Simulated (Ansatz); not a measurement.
# Ga (Cmce): phonon-mediated transition temperature

What Tc do the phonons of Ga (Cmce) give, and how does it depend on μ*? The cell shown first is the database's, unrelaxed.

Method: DFT PBE, scalar-relativistic, plane waves, PAW; PAW set soft_1, in the first sound run; inputs show where later runs differ, in Ansatz 0.2.0.

The experiments to compare with:

For Ga (bulk crystal), “List of superconductors” (2026, Wikipedia's table of superconducting elements, as read in December) quotes earlier work: superconducting transition temperature (bulk, normal pressure) 1.083 K.

In doubt: the program doubts the meshes or the phonons of the coupling sums, which bears on λ, Tc and transport values.

### Step 1. The starting structure

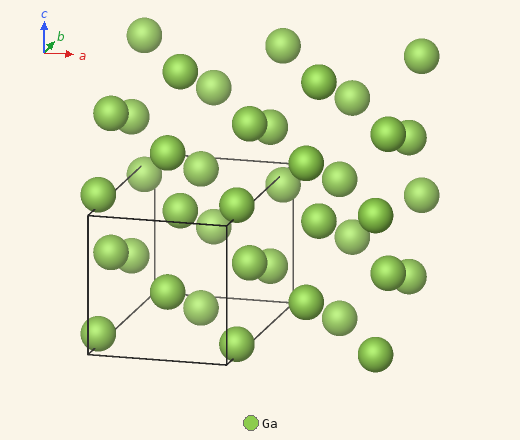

Start, viewed slightly off an axis; gallium green. 2×1×2 cells are drawn. This picture shows the conventional cell, with its axes. Some periodic images of atoms are drawn too.

Coordinates:

```cif
data_structure
_symmetry_space_group_name_H-M 'Cmce'
_symmetry_Int_Tables_number 64
_cell_length_a 4.5230
_cell_length_b 7.6610
_cell_length_c 4.5240
_cell_angle_alpha 90.000
_cell_angle_beta 90.000
_cell_angle_gamma 90.000
_cell_volume 156.76
loop_
_atom_site_label
_atom_site_type_symbol
_atom_site_symmetry_multiplicity
_atom_site_Wyckoff_symbol
_atom_site_fract_x
_atom_site_fract_y
_atom_site_fract_z
_atom_site_occupancy
Ga1 Ga 8 f 0.50000 0.65490 0.08100 1
```

### Step 2. Coupling and resistivity: the database cell, unrelaxed

The run that gives the couplings also evaluates McMillan's and Allen and Dynes's formulas and, where asked, the Eliashberg equations, over a range of μ*.

Contents of input.yaml:

```yaml
crystal:
  lattice:
    - [2.2615, -3.8305, 0.0]
    - [2.2615, 3.8305, 0.0]
    - [0.0, 0.0, 4.524]
  atoms:
    - { symbol: Ga, position: [0.8451, 0.1549, 0.081] }
    - { symbol: Ga, position: [0.6549, 0.3451, 0.581] }
    - { symbol: Ga, position: [0.1549, 0.8451, 0.919] }
    - { symbol: Ga, position: [0.3451, 0.6549, 0.419] }
kpoints:
  mp_grid: { grid: [9, 9, 9] }
hamiltonian:
  xc: pbe
  pseudopotentials: { kind: paw, azcp: { folder: soft_1 } }
scf:
  occupations: { method: methfessel_paxton, width: 0.2 }
output:
  eigenvalues: true
phonons:
  method: dfpt
  qmesh: [3, 3, 3]
  temperatures: { t_max: 1000, t_step: 50 }
  qpath:
    path:
      - [[0.0, 0.0, 0.0], [-0.5, 0.5, 0.0]]
      - [[0.0, 0.0, 0.0], [0.0, 0.0, 0.5]]
    npoints: 6
  electrical_resistivity:
    mesh: [16, 16, 12]
    temperatures: [20.0, 50.0, 80.0, 100.0, 150.0, 200.0, 273.0, 300.0, 400.0, 500.0, 600.0, 800.0]
  superconductivity: { mesh: [16, 16, 12], eliashberg_equations: false }
```

Run with:

```bash
$ ansatz run input.yaml --threads 16 --pin off --max-ram 92160MiB --backend cuda --events-out ev --progress --plain --runs-dir out --max-vram 78GiB
```

Numbers of over 12 decimals in the logs are rounded to 6 here.

The program printed:

```text
Warning: phonons: the dynamical matrix that this run interpolates holds no multipole term above the dipole-dipole one, and a site of this crystal is no centre of inversion, so its interpolated transverse optical and acoustic branches and sound speeds can stay off near Gamma, and the density of states and the thermodynamics with them. What a run solves at a wave vector of phonons.qpoints, Gamma apart, where the deck admits one, is free of this, and under fd what a larger phonons.supercell samples
Engine: ansatz 0.2.0, aarch64-unknown-linux-gnu
Pseudopotentials: kind: paw
Pseudopotential: Ga, paw, valence charge 13, recommended cutoff 420 eV (normal), soft_1/Ga.paw.azcp
Functional definition: PBE
  parameter kappa = 0.804
  parameter beta = 0.066725
  exchange = pbe_x(kappa = kappa, mu = beta*pi^2/3)
  correlation = pbe_c(beta = beta)
[...]
Crystal: 4 atoms, lattice volume = 78.380 Å³
Basis set: ecut = 420 eV, 1517 PW (Γ), exchange–correlation on 60×60×64 points (8 copies of the dense FFT grid, shifted against one another)
Bands: 32, of which v1, the nominal top of the filled ones, is band 26 counted from 1 (25 counted from 0)
Symmetry: 8 space group operations
k-points: 125 of 729
Non-local potential: Ga, projectors of the file, l = 0: 2, l = 1: 2, l = 2: 3, l = 3: 1
PAW form: soft (Blöchl's): semilocal exchange-correlation on the pseudo side does not see the compensation charge
PAW one-centre angular grid: Ga, 590 points (default); XC on 64 Gauss nodes
Initial density: superposition of atomic densities (chi_scale 0.1, normalization cell)
Initial wavefunctions: pseudopotential atomic-orbital guess
[...]
Functional: x = pbe(κ = 0.804, μ = 0.219515), c = pbe(β = 0.066725)
SCF iter   1: F=—  HF=-15132.091564 eV  |F-HF|=—  |Δ(HF+E_count)|=         —  Δρ=2.90e-2  dr2=4.00e-1  ethr=3.10e-3  ⟨swp⟩=5.4  Hψ=14160  notcnv=0
preconditioner: auto → Kerker (q_TF=auto, 2.548 Å⁻¹)  [metal: Δε(μ)=0.021 eV  Ē_g=15.622 eV  σ=0.200 eV  W_gap=0.09  n_scr=20 (ndim 8)  ℏωp=30.2 eV  f_vac=0.000  D(μ)=0.94/eV (n_scr^D=2)]
SCF iter   2: F=—  HF=-15132.052314 eV  |F-HF|=—  |Δ(HF+E_count)|=   3.93e-2  S|Δr|=    0.00e0  Δρ=2.05e-2  dr2=1.64e-1  ethr=7.70e-4  ⟨swp⟩=2.6  Hψ=8768  notcnv=0
[...]
SCF iter  12: F=-15132.076341 eV  HF=-15132.076341 eV  |F-HF|=7.28e-12  |Δ(HF+E_count)|=  1.09e-11  S|Δr|=    0.00e0  Δρ=2.95e-8  dr2=5.34e-13  ethr=1.00e-12  ⟨swp⟩=5.0  Hψ=16851  notcnv=0
SCF 1 converged in 12 iterations: F = -15132.076341 eV  dr2 = 5.34e-13
  greatest PAW one-centre occupation: 0.994 electrons in one spin orbital (limit 2), on the Ga atom at site 0 (counted from 0), in its partial waves of l = 2
[...]
iter 1 solved again at ethr=8.19e-8 eV; its pass at ethr=3.10e-3 eV (dr2=4.26e-5 eV) is discarded
SCF iter   1: F=—  HF=-15132.076141 eV  |F-HF|=—  |Δ(HF+E_count)|=         —  Δρ=1.68e-7  dr2=1.18e-11  ethr=8.19e-8  ⟨swp⟩=3.0  Hψ=23397  notcnv=0
eigensolver tolerance schedule: the retry pair's looser diagonalisation over-reported the residual by 3597529.15 of it (diagonalisation noise at an unbounded share of the residual, at the tolerance the schedule requests for it); recorded, not acted on — ethr = c·dr2/N_el stays at c = 1.0e-1
preconditioner: auto → Kerker (q_TF=auto, 2.548 Å⁻¹)  [metal: Δε(μ)=0.025 eV  Ē_g=16.127 eV  σ=0.200 eV  W_gap=0.11  n_scr=20 (ndim 8)  ℏωp=30.2 eV  f_vac=0.004  D(μ)=0.94/eV (n_scr^D=2)]
SCF iter   2: F=—  HF=-15132.076341 eV  |F-HF|=—  |Δ(HF+E_count)|=   2.00e-4  S|Δr|=    0.00e0  Δρ=9.88e-8  dr2=3.11e-12  ethr=1.00e-12  ⟨swp⟩=3.9  Hψ=22620  notcnv=0
SCF iter   3: F=-15132.076341 eV  HF=-15132.076341 eV  |F-HF|=0.00e0  |Δ(HF+E_count)|=  9.09e-12  S|Δr|=    0.00e0  Δρ=4.98e-8  dr2=8.74e-13  ethr=1.00e-12  ⟨swp⟩=3.0  Hψ=10233  notcnv=0
SCF 2 converged in 3 iterations: F = -15132.076341 eV  dr2 = 8.74e-13
phonons: the bands overlap, so this run is a metal and interpolates without the dipole-dipole term. If the crystal is really an insulator or semiconductor, its LO-TO splitting is missing
[...]
NSCF: frozen V_eff on 125 k-points, pencils in batches of 32, up to order 128
[...]
NSCF: frozen V_eff on 125 k-points
[...]
SCF 3 converged in 12 iterations: F = -15132.076341 eV  dr2 = 5.50e-13
[...]
SCF converged after 12 iterations
[...]
Hall coefficient in a weak field at 50 K (a third of the trace): -4.734e-10 m³/C (how far it moves between the two finest meshes is not known); by each state's relaxation time: -5.623e-10 m³/C; by a constant relaxation time: -3.539e-10 m³/C
  mean free path at 80 K (of a tensor a third of its trace): 67.4 nm by what each carries, 59.2 by the Fermi surface alone
  Hall coefficient in a weak field at 80 K (a third of the trace): -4.417e-10 m³/C (how far it moves between the two finest meshes is not known); by each state's relaxation time: -5.025e-10 m³/C; by a constant relaxation time: -3.536e-10 m³/C
  mean free path at 100 K (of a tensor a third of its trace): 48.0 nm by what each carries, 42.7 by the Fermi surface alone
  Hall coefficient in a weak field at 100 K (a third of the trace): -4.321e-10 m³/C (how far it moves between the two finest meshes is not known); by each state's relaxation time: -4.840e-10 m³/C; by a constant relaxation time: -3.528e-10 m³/C
  mean free path at 150 K (of a tensor a third of its trace): 28.2 nm by what each carries, 25.4 by the Fermi surface alone
  Hall coefficient in a weak field at 150 K (a third of the trace): -4.171e-10 m³/C (how far it moves between the two finest meshes is not known); by each state's relaxation time: -4.594e-10 m³/C; by a constant relaxation time: -3.485e-10 m³/C
  mean free path at 200 K (of a tensor a third of its trace): 20.3 nm by what each carries, 18.2 by the Fermi surface alone
  Hall coefficient in a weak field at 200 K (a third of the trace): -4.036e-10 m³/C (how far it moves between the two finest meshes is not known); by each state's relaxation time: -4.423e-10 m³/C; by a constant relaxation time: -3.417e-10 m³/C
  mean free path at 273 K (of a tensor a third of its trace): 14.5 nm by what each carries, 13.0 by the Fermi surface alone
  Hall coefficient in a weak field at 273 K (a third of the trace): -3.833e-10 m³/C (how far it moves between the two finest meshes is not known); by each state's relaxation time: -4.195e-10 m³/C; by a constant relaxation time: -3.304e-10 m³/C
  mean free path at 300 K (of a tensor a third of its trace): 13.1 nm by what each carries, 11.8 by the Fermi surface alone
  Hall coefficient in a weak field at 300 K (a third of the trace): -3.764e-10 m³/C (how far it moves between the two finest meshes is not known); by each state's relaxation time: -4.119e-10 m³/C; by a constant relaxation time: -3.264e-10 m³/C
  mean free path at 400 K (of a tensor a third of its trace): 9.76 nm by what each carries, 8.79 by the Fermi surface alone
  Hall coefficient in a weak field at 400 K (a third of the trace): -3.556e-10 m³/C (how far it moves between the two finest meshes is not known); by each state's relaxation time: -3.895e-10 m³/C; by a constant relaxation time: -3.140e-10 m³/C
  mean free path at 500 K (of a tensor a third of its trace): 7.78 nm by what each carries, 7.02 by the Fermi surface alone
  Hall coefficient in a weak field at 500 K (a third of the trace): -3.426e-10 m³/C (how far it moves between the two finest meshes is not known); by each state's relaxation time: -3.755e-10 m³/C; by a constant relaxation time: -3.054e-10 m³/C
  mean free path at 600 K (of a tensor a third of its trace): 6.47 nm by what each carries, 5.85 by the Fermi surface alone
  Hall coefficient in a weak field at 600 K (a third of the trace): -3.358e-10 m³/C (how far it moves between the two finest meshes is not known); by each state's relaxation time: -3.679e-10 m³/C; by a constant relaxation time: -3.001e-10 m³/C
  mean free path at 800 K (of a tensor a third of its trace): 4.83 nm by what each carries, 4.40 by the Fermi surface alone
  Hall coefficient in a weak field at 800 K (a third of the trace): -3.327e-10 m³/C (how far it moves between the two finest meshes is not known); by each state's relaxation time: -3.637e-10 m³/C; by a constant relaxation time: -2.957e-10 m³/C
  the resistivity times a path that all electrons share, by the Fermi surface of the deck's mesh alone (a third of the trace): 2.775e-15 Ω·m²
  not converged in the mesh (λ; λ_tr; the resistivity at 20 K by 21.20 %; the resistivity at 50 K by 27.87 %; the resistivity at 80 K by 28.37 %; the resistivity at 100 K by 28.64 %; the resistivity at 150 K by 29.05 %; the resistivity at 200 K by 29.32 %; the resistivity at 273 K by 29.65 %; the resistivity at 300 K by 29.77 %; the resistivity at 400 K by 30.15 %; the resistivity at 500 K by 30.42 %; the resistivity [...]
  vibrations of 27 cells: unjudged by the run; compare a larger repeat
  the changes of the potential over all sites missed a rigid shift's by 0.00 % (the site terms' by 0.02 %)
  at the force constants' own smearing the fine mesh and the k-points of their solves give squared frequencies that differ by 29.1 % of the larger at the most, at (0, 0, 0)
--- Superconductivity: potentials and phonons of a 3×3×3 supercell ---
  pairing by harmonic phonons, in the closed forms alone; spin fluctuations are left out, and so is spin–orbit coupling
           mesh         λ    ħω_log (meV)  μ* declared at (meV)
       16×16×12    0.4130          10.753               14.197
          8×8×6    0.3748          11.080               14.556
          4×4×3    0.3303          11.727               15.652
  λ by the species' shares of the modes' patterns: Ga 0.4130
  transition temperature on the deck's mesh (K), isotropic and anisotropic, restricted to the Fermi surface (FSR) and over the full bandwidth (FBW), and the last with the density of states resolved in a narrower window:
        μ*   McMillan   Allen–Dynes      iso. FSR      iso. FBW    aniso. FSR    aniso. FBW  narrow window
      0.08      0.944         0.962             -             -             -             -              -
      0.10      0.626         0.637             -             -             -             -              -
      0.12      0.384         0.390             -             -             -             -              -
      0.13      0.289         0.294             -             -             -             -              -
      0.14      0.212         0.215             -             -             -             -              -
      0.16      0.102         0.103             -             -             -             -              -
      0.20      0.012         0.012             -             -             -             -              -
  not judged without the Eliashberg equations: between neighbouring meshes, the two finest first, λ moves by 9.26 % and 11.86 %
  vibrations of 27 cells: unjudged by the run; compare a larger repeat
  the changes of the potential over all sites missed a rigid shift's by 0.00 % (the site terms' by 0.02 %)
  at the force constants' own smearing the fine mesh and the k-points of their solves give squared frequencies that differ by 29.1 % of the larger at the most, at (0, 0, 0)
```

The job ended after 2 min (1 × NVIDIA GB200 with 16 threads of Arm Neoverse V2, shared host; peak memory 5.2 GiB; 11 min of CPU time).

In the SCF lines HF is the Harris–Foulkes energy and dr2 the Hartree energy of the density residual, in eV; the loop may stop once dr2 is under the threshold and the program's other checks hold. Hψ counts applications of the Hamiltonian.

This step gave:

| Property | Result |
| --- | --- |
| volume per atom | 19.59 Å³/atom |
| metallic on mesh | yes |
| gap on the k-mesh | 0 eV |
| zero point energy | 0.09322 eV/cell |
| share of imaginary modes in the plain interpolation between solved wavevectors | 3.00e-4 |
| highest frequency, solved or plainly interpolated | 239.3 cm⁻¹ |
| Debye temperature (second moment) | 260 K |
| resistivity at 300 K | 25.7 μΩ cm, mean of the axes |
| coupling constant λ | 0.413 |
| density of states at the Fermi level | 0.3829 states/eV a spin and cell |
| log mean phonon energy ħω_log | 10.75 meV |
| transport coupling constant λ_tr | 0.4416, 0.4021, 0.3785 (xx, yy, zz) |
| Drude plasma energy | 7.734, 2.919, 5.425 eV (xx, yy, zz) |
| resistivity times mean free path | 10.87, 53.39, 18.99 × 10⁻¹⁶ Ω m² (xx, yy, zz) |
| second-moment phonon energy ħω₂ | 14.20 meV |

Transition temperatures:

| μ* | McMillan Tc (K) | Allen–Dynes Tc (K) |
| --- | --- | --- |
| 0.08 | 0.944 | 0.962 |
| 0.1 | 0.626 | 0.637 |
| 0.12 | 0.384 | 0.39 |
| 0.13 | 0.289 | 0.294 |
| 0.14 | 0.212 | 0.215 |
| 0.16 | 0.102 | 0.103 |
| 0.2 | 0.0118 | 0.012 |

### Step 3. Resistivity: PseudoDojo files

Another set of potentials is tried, at its own relaxed cell, which can differ from that of the runs before.

This step: DFT PBE, scalar-relativistic, plane waves, PseudoDojo norm-conserving pseudopotentials (Ansatz 0.2.0).

Contents of input.yaml:

```yaml
crystal:
  lattice:
    - [2.3258418149, -3.8868278819, 0.0]
    - [2.3258418149, 3.8868278819, 0.0]
    - [0.0, 0.0, 4.5076156087]
  atoms:
    - { symbol: Ga, position: [0.844222801, 0.155777199, 0.0824648104] }
    - { symbol: Ga, position: [0.655777199, 0.344222801, 0.5824648104] }
    - { symbol: Ga, position: [0.155777199, 0.844222801, 0.9175351896] }
    - { symbol: Ga, position: [0.344222801, 0.655777199, 0.4175351896] }
kpoints:
  mp_grid: { grid: [9, 9, 9] }
hamiltonian:
  xc: pbe
  pseudopotentials: { kind: nc, accuracy: standard }
scf:
  occupations: { method: methfessel_paxton, width: 0.2 }
output:
  eigenvalues: true
phonons:
  method: dfpt
  qmesh: [3, 3, 3]
  temperatures: { t_max: 1000, t_step: 50 }
  qpath:
    path:
      - [[0.0, 0.0, 0.0], [-0.5, 0.5, 0.0]]
      - [[0.0, 0.0, 0.0], [0.0, 0.0, 0.5]]
    npoints: 6
  electrical_resistivity:
    mesh: [12, 12, 12]
    temperatures: [20.0, 50.0, 80.0, 100.0, 150.0, 200.0, 273.0, 300.0, 400.0, 500.0, 600.0, 800.0]
  superconductivity: { mesh: [12, 12, 12], eliashberg_equations: false }
```

The program printed:

```text
[...]
Crystal: 4 atoms, lattice volume = 81.499 Å³
Basis set: ecut = 1088.45545 eV, 6645 PW (Γ), exchange–correlation on 100×100×100 points (8 copies of the dense FFT grid, shifted against one another)
Bands: 32, of which v1, the nominal top of the filled ones, is band 26 counted from 1 (25 counted from 0)
Symmetry: 8 space group operations
k-points: 125 of 729
[...]
SCF iter   1: F=—  HF=-8323.829483 eV  |F-HF|=—  |Δ(HF+E_count)|=         —  Δρ=2.68e-2  dr2=5.05e-1  ethr=3.10e-3  ⟨swp⟩=5.0  Hψ=14413  notcnv=0
[...]
SCF iter   2: F=—  HF=-8323.733786 eV  |F-HF|=—  |Δ(HF+E_count)|=   9.57e-2  S|Δr|=    0.00e0  Δρ=1.57e-2  dr2=1.80e-1  ethr=9.71e-4  ⟨swp⟩=1.0  Hψ=5000  notcnv=0
[...]
SCF iter  11: F=-8323.716114 eV  HF=-8323.716114 eV  |F-HF|=3.64e-12  |Δ(HF+E_count)|=  2.36e-11  S|Δr|=    0.00e0  Δρ=4.15e-8  dr2=8.41e-13  ethr=1.00e-12  ⟨swp⟩=6.2  Hψ=18356  notcnv=0
SCF 1 converged in 11 iterations: F = -8323.716114 eV  dr2 = 8.41e-13
[...]
SCF iter   2: F=—  HF=-8323.716114 eV  |F-HF|=—  |Δ(HF+E_count)|=   2.33e-3  S|Δr|=    0.00e0  Δρ=6.12e-7  dr2=1.21e-10  ethr=1.00e-12  ⟨swp⟩=4.4  Hψ=12066  notcnv=0
[...]
SCF iter   4: F=-8323.716114 eV  HF=-8323.716114 eV  |F-HF|=3.64e-12  |Δ(HF+E_count)|=  4.55e-11  S|Δr|=    0.00e0  Δρ=1.02e-7  dr2=4.36e-12  ethr=1.00e-12  ⟨swp⟩=2.2  Hψ=11093  notcnv=0
SCF 2 converged in 4 iterations: F = -8323.716114 eV  dr2 = 4.36e-12
[...]
NSCF: frozen V_eff on 125 k-points, pencils in batches of 32, up to order 128
[...]
NSCF: frozen V_eff on 125 k-points
[...]
SCF 3 converged in 11 iterations: F = -8323.716114 eV  dr2 = 8.16e-13
[...]
SCF converged after 11 iterations
[...]
vibrations of 27 cells: unjudged by the run; compare a larger repeat
[...]
--- Superconductivity: potentials and phonons of a 3×3×3 supercell ---
[...]
mesh         λ    ħω_log (meV)  μ* declared at (meV)
       12×12×12    0.4475          10.506               13.642
          6×6×6    0.4051          10.685               13.667
          3×3×3    0.3278          11.544               15.062
  λ by the species' shares of the modes' patterns: Ga 0.4475
[...]
0.08      1.299         1.327             -             -             -             -              -
      0.10      0.917         0.935             -             -             -             -              -
      0.12      0.609         0.620             -             -             -             -              -
      0.13      0.483         0.491             -             -             -             -              -
      0.14      0.375         0.381             -             -             -             -              -
      0.16      0.208         0.211             -             -             -             -              -
      0.20      0.040         0.041             -             -             -             -              -
[...]
vibrations of 27 cells: unjudged by the run; compare a larger repeat
[...]
```

It took 2.5 min on 1 × NVIDIA GB200 with 16 threads; peak memory 6.7 GiB; 13 min of CPU time.

Numbers from this step:

- volume per atom: 20.37 Å³/atom
- zero point energy: 0.08766 eV/cell
- share of imaginary modes in the plain interpolation between solved wavevectors: 1.00e-4
- highest frequency, solved or plainly interpolated: 221.3 cm⁻¹
- Debye temperature (second moment): 244 K
- resistivity at 300 K: 28.04 μΩ cm, mean of the axes
- coupling constant λ: 0.4475
- density of states at the Fermi level: 0.4182 states/eV a spin and cell
- log mean phonon energy ħω_log: 10.51 meV
- transport coupling constant λ_tr: 0.4693, 0.4339, 0.4112 (xx, yy, zz)
- Drude plasma energy: 7.425, 2.916, 5.565 eV (xx, yy, zz)
- resistivity times mean free path: 11.41, 52.64, 17.53 × 10⁻¹⁶ Ω m² (xx, yy, zz)
- second-moment phonon energy ħω₂: 13.64 meV

Transition temperatures:

| μ* | McMillan Tc (K) | Allen–Dynes Tc (K) |
| --- | --- | --- |
| 0.08 | 1.3 | 1.33 |
| 0.1 | 0.917 | 0.935 |
| 0.12 | 0.609 | 0.62 |
| 0.13 | 0.483 | 0.491 |
| 0.14 | 0.375 | 0.381 |
| 0.16 | 0.208 | 0.211 |
| 0.2 | 0.04 | 0.0405 |

(Part 1 of 2 ends here.)

[Logs are printed without paths, hosts, clocks, repeated set-up lines and the standing remarks that a program may print on its own settings, such as how far it seeks lower states.]

[Hosts, paths, dates, database ids (printed as entryN), source tags and the programs' standing remarks are cut or masked in the printed files.]
